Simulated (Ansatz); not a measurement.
One crystal and one scan (scan of one atom of the cell) at two levels, PBE-D3(BJ) (plane waves to 420 eV, PAW, scalar-relativistic; Ansatz, an electronic-structure program) and r2SCAN+rVV10 (plane waves to 500 eV, PAW, scalar-relativistic; Ansatz), each from its own relaxed cell and on its own mesh. The cell shown is that of PBE-D3(BJ).

Bi$_{2}$Te$_{3}$ (Bi2Te3 type, space group R-3m)

```yaml
crystal:
  lattice:
    - [2.19356, 1.26645, 10.09527]
    - [-2.19356, 1.26645, 10.09527]
    - [0.00000, -2.53291, 10.09527]
  atoms:
    - { symbol: Bi, position: [0.40015, 0.40015, 0.40015] }
    - { symbol: Bi, position: [0.59985, 0.59985, 0.59985] }
    - { symbol: Te, position: [0.00000, 0.00000, 0.00000] }
    - { symbol: Te, position: [0.20935, 0.20935, 0.20935] }
    - { symbol: Te, position: [0.79065, 0.79065, 0.79065] }
```

Scan: atom 5 (Te, nearest neighbour Bi at 3.068 Å; its periodic images, 4.4 Å or more away, move with it) is displaced along Cartesian z, direction (0.000, 0.000, 1.000) in Cartesian axes, by s. The other atoms stay.

The energy includes the smearing's −TS. Bi2Te3 was relaxed with its symmetry unable to fall. Spin-orbit coupling is left out, though Bi and Te are heavy. As the smearing reaches across the gap at some points, energies and forces of such displacements shift with the k mesh and the smearing. Percentages come from the unrounded values. Both scans cover s from -0.610 to 0.610 Å.

```csv
quantity,PBE-D3(BJ),r2SCAN+rVV10,PBE-D3(BJ) − r2SCAN+rVV10
Lattice constant a (Å),4.387,4.395,-0.008 (-0.2 %)
Lattice constant c (Å),30.29,31.38,-1.09 (-3.5 %)
Relaxed volume (Å³/atom),33.65,34.99,-1.34 (-3.8 %)
Energy at s = 0.610 Å (meV/cell),766,820,-54 (-6.6 %)
Force along the line at s = -0.610 Å (eV/Å),3.380,3.482,-0.102 (-2.9 %)
Force constant k = d²E/ds² at s = 0 (finite differences) (eV/Å²),5.57,5.87,-0.30 (-5.1 %)
```

PBE-D3(BJ) gives the lower value for: lattice constant c; relaxed volume; energy at s = 0.610 Å; force along the line at s = -0.610 Å; force constant k = d²E/ds² at s = 0. They agree on: lattice constant a (within 0.2 %). Both give the same symmetry of the curve: not even: the negative side lies higher at ±0.610 Å. Neither level is exact: the differences show how much the result hangs on the functional.

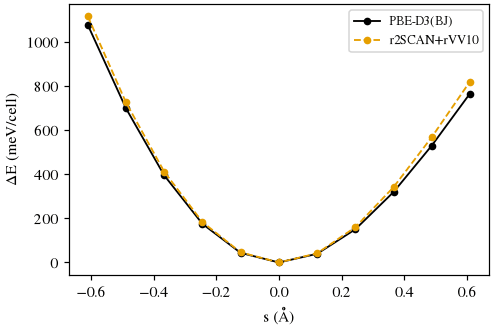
Figure: ΔE, each from the undisplaced structure of its own level.

(For displaced atoms, the force is minus the slope of the energy, and its curvature is a force constant, which sets phonon frequencies.)
